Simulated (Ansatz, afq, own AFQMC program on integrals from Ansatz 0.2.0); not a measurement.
# BH₂O (doublet): AFQMC on the coupled-cluster ladder at scale of all distances = 1.302, cc-pVDZ

Aim: compute BH₂O (doublet) with auxiliary-field quantum Monte Carlo on the same integrals as coupled cluster, and set the energies side by side.

Program: Ansatz 0.2.0, Gaussian basis, and an in-house AFQMC program (afq) on its integrals; all values are calculated. Level of theory: cc-pVDZ, frozen cores. These are calculated values, not measurements.

To be run: PBE (unrestricted); r2SCAN (unrestricted); PBE0 (unrestricted); B3LYP (unrestricted); wB97M-V (unrestricted); B2PLYP (unrestricted); CCSD(T) on UHF; CCSDT(Q) on UHF; Phaseless AFQMC, CISD trial on UHF; Phaseless AFQMC, single-determinant trial on UHF.

**1. The system**

The geometry derives from a PBE0/def2-TZVP stationary point (not a proven minimum). All distances are scaled together.

4 atoms, charge 0, spin multiplicity 2.

Atoms are counted from 1 here; the program's logs count them from 0.

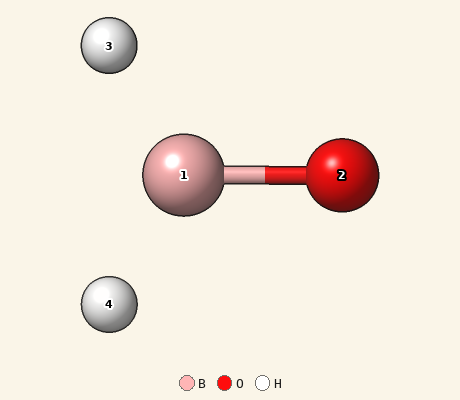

The structure; boron pink, oxygen red, hydrogen white; atoms are numbered from 1 in the order of the file.

**2. PBE (unrestricted)**

in.yaml

```yaml
crystal:
  periodic: [false, false, false]
  atoms:
    - {symbol: B, position_ang: [0.000000, 0.000000, 0.870919]}
    - {symbol: O, position_ang: [0.000000, 0.000000, -0.797171]}
    - {symbol: H, position_ang: [0.000000, 1.367453, 1.656225]}
    - {symbol: H, position_ang: [0.000000, -1.367453, 1.656225]}
basis:
  gaussian: {orbitals: cc-pVDZ}
magnetization: {spin_polarized: true, initial_magnetization: 1}
hamiltonian: {xc: {name: PBE}}
output: {orbitals: {seedname: orbitals}}
```

On the command line:

```
$ ansatz run in.yaml --threads 1 --pin off --events-out ev --progress --plain --max-ram 1382MiB
```

What it wrote:

```text
Functional definition: PBE
  name "PBE"
  cite "Perdew, Burke & Ernzerhof, Phys. Rev. Lett. 77, 3865 (1996) doi:10.1103/PhysRevLett.77.3865"
  parent pbe
  parameter kappa = 0.804
  parameter beta = 0.06672455060314922
  exchange = pbe_x(kappa = kappa, mu = beta*pi^2/3)
  correlation = pbe_c(beta = beta)
405 factors; their error is unknown
mean field evaluation 1: about -2742.9607 eV, gradient 3.4e1 eV
mean field evaluation 2: about -2612.6945 eV, gradient 1.2e2 eV
mean field evaluation 4: about -2747.3602 eV, gradient 1.2e1 eV
mean field evaluation 8: about -2748.2031 eV, gradient 4.9e-2 eV
mean field evaluation 16: about -2748.1686 eV, gradient 6.5e-5 eV
mean field evaluation 32: about -2747.3046 eV, gradient 8.2e-1 eV
mean field -2748.16861487 eV, -100.9933338208 hartree, gradient 5.5e-5 eV, S^2 0.760740; 4 other end points of the search recorded, 0 dependent functions left out
reference -2748.16863937 eV, -100.9933347214 hartree; 8, 7 occupied and 30, 31 virtual orbitals, 405 factors
Total energy: -2748.16863937 eV, -100.9933347214 hartree
```

Wall time 0.69 s (1 thread of Intel Xeon 6975P-C (Granite Rapids), shared host).

From the report: ⟨S²⟩ of the determinant 0.761 (pure doublet: 0.75).

**3. r2SCAN (unrestricted)**

Changes to in.yaml since step 2:

```diff
@@ -10,3 +10,2 @@
 magnetization: {spin_polarized: true, initial_magnetization: 1}
-hamiltonian: {xc: {name: PBE}}
-output: {orbitals: {seedname: orbitals}}
+hamiltonian: {xc: {name: r2SCAN}}
```

The command is unchanged.

What it wrote:

```text
Functional definition: r2SCAN
  name "r2SCAN"
  cite "Furness, Kaplan, Ning, Perdew & Sun, J. Phys. Chem. Lett. 11, 8208 (2020) doi:10.1021/acs.jpclett.0c02405"
  cite "Furness, Kaplan, Ning, Perdew & Sun, J. Phys. Chem. Lett. 11, 9248 (2020) doi:10.1021/acs.jpclett.0c03077"
  parent r2scan
  parameter k0 = 0.174
  parameter k1 = 0.065
  parameter a1 = 4.9479
  exchange = r2scan_x(k0 = k0, k1 = k1, a1 = a1)
  correlation = r2scan_c
405 factors; their error is unknown
mean field evaluation 1: about -2744.2016 eV, gradient 3.4e1 eV
mean field evaluation 2: about -2621.9872 eV, gradient 1.2e2 eV
mean field evaluation 4: about -2749.5689 eV, gradient 7.1e0 eV
mean field evaluation 8: about -2749.9424 eV, gradient 6.3e-2 eV
mean field evaluation 16: about -2749.9106 eV, gradient 8.2e-5 eV
mean field -2749.91056826 eV, -101.0573494272 hartree, gradient 2.8e-6 eV, S^2 0.767014; 1 other end points of the search recorded, 0 dependent functions left out
reference -2749.91057625 eV, -101.0573497207 hartree; 8, 7 occupied and 30, 31 virtual orbitals, 405 factors
Total energy: -2749.91057625 eV, -101.0573497207 hartree
```

Run time: 0.75 s. Hardware: 1 thread of Intel Xeon 6975P-C (Granite Rapids), shared host.

From the report: ⟨S²⟩ of the determinant 0.767 (pure doublet: 0.75).

**4. PBE0 (unrestricted)**

Changes to in.yaml since step 3:

```diff
@@ -10,2 +10,3 @@
 magnetization: {spin_polarized: true, initial_magnetization: 1}
-hamiltonian: {xc: {name: r2SCAN}}
+hamiltonian: {xc: {name: PBE0}}
+output: {orbitals: {seedname: orbitals}}
```

The command is unchanged.

What it wrote:

```text
Functional definition: PBE0
  name "PBE0"
  cite "Adamo & Barone, J. Chem. Phys. 110, 6158 (1999) doi:10.1063/1.478522"
  cite "Perdew, Burke & Ernzerhof, Phys. Rev. Lett. 77, 3865 (1996) doi:10.1103/PhysRevLett.77.3865"
  parent pbe
  parameter a = 0.25
  parameter kappa = 0.804
  parameter beta = 0.06672455060314922
  exchange = (1 - a)*pbe_x(kappa = kappa, mu = beta*pi^2/3) + a*exact_x
  correlation = pbe_c(beta = beta)
348 factors; integrals over basis functions are off by at most 9.9e-4 eV
mean field evaluation 1: about -2741.1524 eV, gradient 3.6e1 eV
mean field evaluation 2: about -2632.7793 eV, gradient 1.2e2 eV
mean field evaluation 4: about -2747.8514 eV, gradient 3.6e0 eV
mean field evaluation 8: about -2748.0676 eV, gradient 2.1e-1 eV
mean field evaluation 16: about -2748.0683 eV, gradient 8.6e-5 eV
mean field -2748.06830067 eV, -100.9896473419 hartree, gradient 9.5e-6 eV, S^2 0.761371; 1 other end points of the search recorded, 0 dependent functions left out
reference -2748.06831910 eV, -100.9896480194 hartree; 8, 7 occupied and 30, 31 virtual orbitals, 348 factors
Total energy: -2748.06831910 eV, -100.9896480194 hartree
```

Wall time 0.45 s (1 thread of Intel Xeon 6975P-C (Granite Rapids), shared host).

From the report: ⟨S²⟩ of the determinant 0.761 (pure doublet: 0.75).

**5. B3LYP (unrestricted)**

Changes to in.yaml since step 4:

```diff
@@ -10,3 +10,2 @@
 magnetization: {spin_polarized: true, initial_magnetization: 1}
-hamiltonian: {xc: {name: PBE0}}
-output: {orbitals: {seedname: orbitals}}
+hamiltonian: {xc: {name: B3LYP}}
```

Launched as before.

What it wrote (excerpt; [...] marks lines left out):

```text
Functional definition: B3LYP
  name "B3LYP"
  cite "Stephens, Devlin, Chabalowski & Frisch, J. Phys. Chem. 98, 11623 (1994) doi:10.1021/j100096a001"
  cite "Becke, Phys. Rev. A 38, 3098 (1988) doi:10.1103/PhysRevA.38.3098"
  cite "Lee, Yang & Parr, Phys. Rev. B 37, 785 (1988) doi:10.1103/PhysRevB.37.785"
  cite "Vosko, Wilk & Nusair, Can. J. Phys. 58, 1200 (1980) doi:10.1139/p80-159"
[...]
348 factors; integrals over basis functions are off by at most 9.9e-4 eV
[...]
mean field -2751.56718291 eV, -101.1182288927 hartree, gradient 2.8e-5 eV, S^2 0.760591; 1 other end points of the search recorded, 0 dependent functions left out
reference -2751.56736042 eV, -101.1182354163 hartree; 8, 7 occupied and 30, 31 virtual orbitals, 348 factors
Total energy: -2751.56736042 eV, -101.1182354163 hartree
```

Wall time 0.42 s (1 thread of Intel Xeon 6975P-C (Granite Rapids), shared host).

From the report: ⟨S²⟩ of the determinant 0.761 (pure doublet: 0.75).

**6. wB97M-V (unrestricted)**

Changes to in.yaml since step 5:

```diff
@@ -10,2 +10,3 @@
 magnetization: {spin_polarized: true, initial_magnetization: 1}
-hamiltonian: {xc: {name: B3LYP}}
+hamiltonian: {xc: {name: wB97M-V}}
+output: {orbitals: {seedname: orbitals}}
```

The command is unchanged.

What it wrote (excerpt; [...] marks lines left out):

```text
Functional definition: wB97M-V
  name "wB97M-V"
  cite "Mardirossian & Head-Gordon, J. Chem. Phys. 144, 214110 (2016) doi:10.1063/1.4952647"
  cite "Becke, J. Chem. Phys. 107, 8554 (1997) doi:10.1063/1.475007"
  cite "Vydrov & Van Voorhis, J. Chem. Phys. 133, 244103 (2010) doi:10.1063/1.3521275"
  # Of w^i u^j: cxij and so on, Table III.
[...]
  gx(w, u) = 1 - cx + cx01*u + cx10*w
  gss(w, u) = css00 + css04*u^4 + css10*w + css20*w^2 + css43*w^4*u^3
  gos(w, u) = cos00 + cos10*w + (cos20 + cos21*u)*w^2 + (cos60 + cos61*u)*w^6
[...]
      + integral(e_c_pw_mod_opposite_spin*gos(b97_w_opposite, b97_u_opposite)) + vv10(b, c)
348 factors; integrals over basis functions are off by at most 9.9e-4 eV
111 factors; integrals over basis functions are off by at most 1.6e-5 eV
[...]
mean field -2750.07577779 eV, -101.0634207654 hartree, gradient 1.4e-5 eV, S^2 0.759746; 1 other end points of the search recorded, 0 dependent functions left out
reference -2750.07580728 eV, -101.0634218492 hartree; 8, 7 occupied and 30, 31 virtual orbitals, 348 factors
Total energy: -2750.07580728 eV, -101.0634218492 hartree
```

It took 1.4 s on 1 thread of Intel Xeon 6975P-C (Granite Rapids), shared host.

From the report: ⟨S²⟩ of the determinant 0.760 (pure doublet: 0.75).

**7. B2PLYP (unrestricted)**

Changes to in.yaml since step 6:

```diff
@@ -10,3 +10,3 @@
 magnetization: {spin_polarized: true, initial_magnetization: 1}
-hamiltonian: {xc: {name: wB97M-V}}
-output: {orbitals: {seedname: orbitals}}
+hamiltonian: {xc: {name: B2PLYP}}
+correlation: {electrons: outside_noble_gas}
```

Launched as before.

What it wrote (excerpt; [...] marks lines left out):

```text
Functional definition: B2PLYP
  name "B2PLYP"
  cite "Grimme, J. Chem. Phys. 124, 034108 (2006) doi:10.1063/1.2148954"
  cite "Becke, Phys. Rev. A 38, 3098 (1988) doi:10.1103/PhysRevA.38.3098"
  cite "Lee, Yang & Parr, Phys. Rev. B 37, 785 (1988) doi:10.1103/PhysRevB.37.785"
[...]
348 factors; integrals over basis functions are off by at most 9.9e-4 eV
[...]
mean field -2746.42838797 eV, -100.9293816617 hartree, gradient 9.3e-7 eV, S^2 0.761799; 4 other end points of the search recorded, 0 dependent functions left out
2 core orbitals not correlated: weight in the atoms' cores, before any rotation towards them, 1.000 or more for the frozen orbitals, at most 0.000 for the correlated occupied ones
reference -2746.42850094 eV, -100.9293858135 hartree; 6, 5 occupied and 30, 31 virtual orbitals, 348 factors
second order -8.32509666 eV of doubles, -0.00000000 eV of singles
Total energy: -2748.67627704 eV, -101.0119900615 hartree
```

It took 0.87 s on 1 thread of Intel Xeon 6975P-C (Granite Rapids), shared host.

From the report: ⟨S²⟩ of the determinant 0.762 (pure doublet: 0.75).

**8. CCSD(T) on UHF**

Changes to in.yaml since step 7:

```diff
@@ -10,3 +10,2 @@
 magnetization: {spin_polarized: true, initial_magnetization: 1}
-hamiltonian: {xc: {name: B2PLYP}}
-correlation: {electrons: outside_noble_gas}
+correlation: {method: ccsd_t, electrons: outside_noble_gas, hamiltonian_folder: ham}
```

Same command.

What it wrote (excerpt; [...] marks lines left out):

```text
Functional definition: HF
  name "HF"
  cite "Fock, Z. Phys. 61, 126 (1930) doi:10.1007/BF01340294"
  parent pbe
[...]
348 factors; integrals over basis functions are off by at most 9.9e-4 eV
[...]
mean field -2736.63238630 eV, -100.5693852406 hartree, gradient 7.6e-6 eV, S^2 0.767609; 8 other end points of the search recorded, 0 dependent functions left out
determinant -2736.63238630 eV, -100.5693852406 hartree, with singles and doubles -2744.04494093 eV, -100.8417915989 hartree
determinant -2736.13775673 eV, -100.5512079392 hartree, with singles and doubles -2743.35247429 eV, -100.8163439191 hartree
determinant -2733.94122935 eV, -100.4704870465 hartree, with singles and doubles -2741.42943255 eV, -100.7456734387 hartree
2 core orbitals not correlated: weight in the atoms' cores, before any rotation towards them, 1.000 or more for the frozen orbitals, at most 0.000 for the correlated occupied ones
reference -2736.63238630 eV, -100.5693852406 hartree; 6, 5 occupied and 30, 31 virtual orbitals, 348 factors
second order -6.46895227 eV of doubles, -0.00000000 eV of singles
cycle   1  -7.41410705 eV  change   -1.6e-3 eV  update   3.8e-3
[...]
cycle  10  -7.42128129 eV  change    3.7e-6 eV  update   4.2e-6
perturbative correction -0.22972938 eV, -0.0084423988 hartree
Total energy: -2744.28339697 eV, -100.8505546964 hartree
```

It took 1.2 s on 1 thread of Intel Xeon 6975P-C (Granite Rapids), shared host.

From the report: ⟨S²⟩ of the determinant 0.768 (pure doublet: 0.75); correlation -7.6510 eV; T1 0.034; largest double amplitude 0.07.

This run also writes the integrals to the folder ham.

**9. CCSDT(Q) on UHF**

Changes to in.yaml since step 8:

```diff
@@ -10,2 +10,2 @@
 magnetization: {spin_polarized: true, initial_magnetization: 1}
-correlation: {method: ccsd_t, electrons: outside_noble_gas, hamiltonian_folder: ham}
+correlation: {method: ccsdt_q, electrons: outside_noble_gas}
```

Launched as before.

What it wrote (excerpt; [...] marks lines left out):

```text
Functional definition: HF
  name "HF"
  cite "Fock, Z. Phys. 61, 126 (1930) doi:10.1007/BF01340294"
  parent pbe
[...]
662 factors; integrals over basis functions are off by at most 1.2e-7 eV
[...]
mean field -2736.63240338 eV, -100.5693858680 hartree, gradient 7.6e-6 eV, S^2 0.767609; 8 other end points of the search recorded, 0 dependent functions left out
determinant -2736.63240338 eV, -100.5693858680 hartree, with singles and doubles -2744.04496228 eV, -100.8417923835 hartree
determinant -2736.13777387 eV, -100.5512085690 hartree, with singles and doubles -2743.35249759 eV, -100.8163447753 hartree
determinant -2733.94125385 eV, -100.4704879471 hartree, with singles and doubles -2741.42946501 eV, -100.7456746316 hartree
2 core orbitals not correlated: weight in the atoms' cores, before any rotation towards them, 1.000 or more for the frozen orbitals, at most 0.000 for the correlated occupied ones
reference -2736.63240338 eV, -100.5693858680 hartree; 6, 5 occupied and 30, 31 virtual orbitals, 662 factors
second order -6.46899204 eV of doubles, -0.00000000 eV of singles
cycle   1  -6.96967687 eV  change   -5.0e-1 eV  update   1.1e-1
[...]
cycle  25  -7.70481353 eV  change    7.1e-7 eV  update   5.3e-7
perturbative correction -0.02442441 eV, -0.0008975807 hartree
Total energy: -2744.36164132 eV, -100.8534301233 hartree
```

Wall time 10 s (1 thread of Intel Xeon 6975P-C (Granite Rapids), shared host); peak memory 0.28 GiB.

From the report: ⟨S²⟩ of the determinant 0.768 (pure doublet: 0.75); correlation -7.7292 eV; T1 0.038; largest double amplitude 0.08.

**10. Phaseless AFQMC, CISD trial on UHF**

It reads the integrals that the CCSD(T) run on this determinant wrote.

On the command line:

```
$ afq ham --method phaseless --trial cisd --walkers 60 --populations 1 --least-time 40 --time-step 0.005 --steps-per-block 50 --equilibration-blocks 40 --max-blocks 300 --target-error 0.0008 --factor-cut 1e-05 --start spin_pure --seed 7360 --release-times 0.24,0.51,0.99,1.62,2.4 --release-step 0.03 --release-every 4 --taylor-order 6
```

What it wrote:

```text
orbitals 36  electrons 6 5  factors 261 of 348
reference energy -100.56938524 Eh
CCSD correlation -0.27272674 Eh in 16 cycles, weight of the determinant in the CISD state 0.8622
energy of the start -100.841750 Eh
 block  time / (1/Eh)  mean weight  energy / Eh
     1     0.250  0.9977  -100.838876
     2     0.500  1.0017  -100.842073
     3     0.750  0.9989  -100.843809
     4     1.000  0.9993  -100.846071
     5     1.250  0.9980  -100.844674
     6     1.500  0.9979  -100.850822
     7     1.750  0.9991  -100.848900
     8     2.000  0.9994  -100.853877
     9     2.250  0.9997  -100.855388
    10     2.500  1.0005  -100.850421
    11     2.750  1.0001  -100.848510
    16     4.000  0.9989  -100.847980
    21     5.250  1.0023  -100.850833
    26     6.500  1.0000  -100.849193
    31     7.750  0.9986  -100.847487
    36     9.000  1.0029  -100.848369
    41    10.250  0.9996  -100.849744
    46    11.500  1.0013  -100.855286
    51    12.750  0.9976  -100.845848
    56    14.000  0.9999  -100.857792
    61    15.250  0.9965  -100.846008
    66    16.500  0.9984  -100.854861
    71    17.750  1.0045  -100.858236
    76    19.000  1.0010  -100.850468
    81    20.250  0.9965  -100.848005
    86    21.500  0.9976  -100.849501
    91    22.750  1.0022  -100.858740
    96    24.000  1.0015  -100.854028
   101    25.250  0.9992  -100.848683
   106    26.500  0.9951  -100.849060
   111    27.750  0.9996  -100.846444
   116    29.000  0.9988  -100.855349
   121    30.250  1.0014  -100.853414
   126    31.500  1.0027  -100.856177
   131    32.750  0.9999  -100.853190
   136    34.000  1.0001  -100.847390
   141    35.250  1.0016  -100.855250
   146    36.500  0.9982  -100.848691
   151    37.750  1.0011  -100.856491
   156    39.000  0.9982  -100.845433
   161    40.250  0.9980  -100.844966
   166    41.500  0.9985  -100.849180
   171    42.750  0.9973  -100.849258
   176    44.000  0.9984  -100.847904
   181    45.250  1.0013  -100.843713
   186    46.500  1.0012  -100.845505
   191    47.750  1.0023  -100.848852
   196    49.000  1.0016  -100.852437
blocks merged  error / Eh  count
     1  0.000473  160
     2  0.000551  80
     4  0.000667  40
     8  0.000749  20
    16  0.000518  10
released: time / (1/Eh)  energy / Eh  error  mean overlap
  0.24  -100.851457  0.000831  1.0044
  0.51  -100.852711  0.000765  0.9939
  0.99  -100.851524  0.001049  1.0069
  1.62  -100.853967  0.001362  1.0150
  2.40  -100.856201  0.002002  0.9822
energy -100.850815 +/- 0.000749 Eh
```

It took 2.9 min on 1 thread of Intel Xeon 6975P-C (Granite Rapids), shared host.

Energy -2744.2905 ± 0.0204 eV. Caveats: constraint bias not in the error.

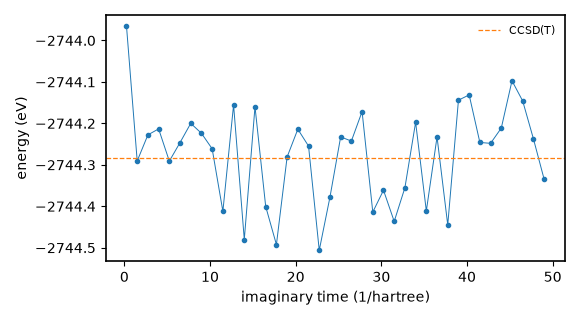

Block energies along the walk.

**11. Phaseless AFQMC, single-determinant trial on UHF**

It reads the integrals that the CCSD(T) run on this determinant wrote.

On the command line:

```
$ afq ham --method phaseless --trial hf --walkers 120 --populations 1 --least-time 40 --time-step 0.005 --steps-per-block 20 --equilibration-blocks 160 --max-blocks 600 --target-error 0.0024000000000000002 --factor-cut 1e-05 --start spin_pure --seed 90 --taylor-order 6
```

What it wrote:

```text
orbitals 36  electrons 6 5  factors 261 of 348
reference energy -100.56938524 Eh
CCSD correlation -0.27272674 Eh in 16 cycles, weight of the determinant in the CISD state 0.8622
energy of the start -100.569977 Eh
 block  time / (1/Eh)  mean weight  energy / Eh
     1     0.100  1.0011  -100.642798
     2     0.200  1.0024  -100.693244
     3     0.300  1.0016  -100.722332
     4     0.400  0.9997  -100.740884
     5     0.500  1.0007  -100.763096
     6     0.600  1.0004  -100.780913
     7     0.700  1.0000  -100.794232
     8     0.800  0.9986  -100.787958
     9     0.900  0.9996  -100.803534
    10     1.000  0.9996  -100.808652
    20     2.000  1.0004  -100.855517
    39     3.900  1.0006  -100.858678
    58     5.800  1.0001  -100.850578
    77     7.700  0.9988  -100.907724
    96     9.600  0.9972  -100.847116
   115    11.500  0.9999  -100.835891
   134    13.400  1.0013  -100.861782
   153    15.300  1.0006  -100.881768
   172    17.200  0.9980  -100.843396
   191    19.100  0.9999  -100.872250
   210    21.000  0.9994  -100.828809
   229    22.900  0.9957  -100.903213
   248    24.800  0.9975  -100.846653
   267    26.700  0.9987  -100.850286
   286    28.600  0.9969  -100.833161
   305    30.500  1.0026  -100.869387
   324    32.400  1.0009  -100.905258
   343    34.300  0.9991  -100.863277
   362    36.200  0.9994  -100.868564
   381    38.100  0.9980  -100.846051
   400    40.000  0.9984  -100.848475
   419    41.900  1.0016  -100.877064
   438    43.800  1.0020  -100.847211
   457    45.700  0.9992  -100.911831
   476    47.600  1.0000  -100.881690
   495    49.500  0.9997  -100.833605
   514    51.400  0.9973  -100.845233
   533    53.300  0.9998  -100.838973
   552    55.200  1.0024  -100.820437
   571    57.100  1.0013  -100.812256
   590    59.000  0.9995  -100.929350
   609    60.900  1.0007  -100.811308
   628    62.800  0.9989  -100.874779
   647    64.700  1.0003  -100.827470
   666    66.600  0.9996  -100.861799
   685    68.500  0.9989  -100.859780
   704    70.400  0.9988  -100.827086
   723    72.300  0.9982  -100.883993
   742    74.200  0.9981  -100.837007
blocks merged  error / Eh  count
     1  0.001149  600
     2  0.001479  300
     4  0.001853  150
     8  0.002209  75
    16  0.002699  37
    32  0.003201  18
    64  0.003908  9
energy -100.858429 +/- 0.003201 Eh
```

It took 2.7 min on 1 thread of Intel Xeon 6975P-C (Granite Rapids), shared host.

Energy -2744.4977 ± 0.0871 eV. Caveats: constraint bias not in the error. The error still grows with block length (0.0734 to 0.1063 eV), so the bar may be too small.

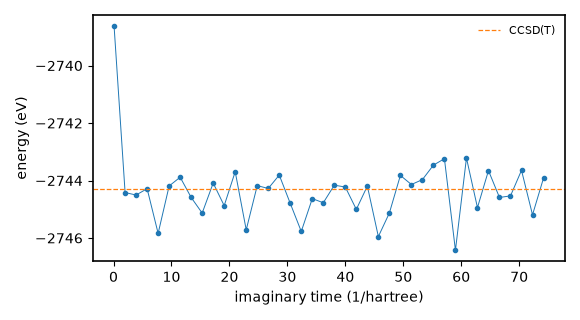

Block energies along the walk.

**12. AFQMC on the ladder**

On the UHF determinant, counted from CCSDT(Q) (a yardstick, not exact):

```tsv
level	energy (eV)	from CCSDT(Q) (meV)	statistical error (meV)	time
HF	-2736.6324	+7729.3		
MP2	-2743.1013	+1260.3		
CCSD	-2744.0537	+308.0		
CCSD(T)	-2744.2834	+78.2		
CCSDT(Q)	-2744.3616	0.0		
Phaseless AFQMC, CISD trial, step 0.005, 60 walkers	-2744.2905	+71.2	20.4	2.9 min
Phaseless AFQMC, single-determinant trial, step 0.005, 120 walkers	-2744.4977	-136.0	87.1	2.7 min
```

The functionals' totals stand on their own zeros and serve differences with other points: PBE -2748.169 eV; r2SCAN -2749.911 eV; PBE0 -2748.068 eV; B3LYP -2751.567 eV; wB97M-V -2750.076 eV; B2PLYP -2748.676 eV.

**13. Outcome**

| quantity | value |
| --- | --- |
| CCSD(T) on UHF from CCSDT(Q) | +78.2 meV |
| Phaseless AFQMC, CISD trial on UHF from CCSDT(Q) | +71.2 ± 20.4 meV |
| Phaseless AFQMC, single-determinant trial on UHF from CCSDT(Q) | -136.0 ± 87.1 meV |

What this shows: On UHF the phaseless walk with the CISD trial lies +71.2 meV from CCSDT(Q), 3 times its error bar. Error bars are statistical and leave out the constraint, the time step and what remains of the start.
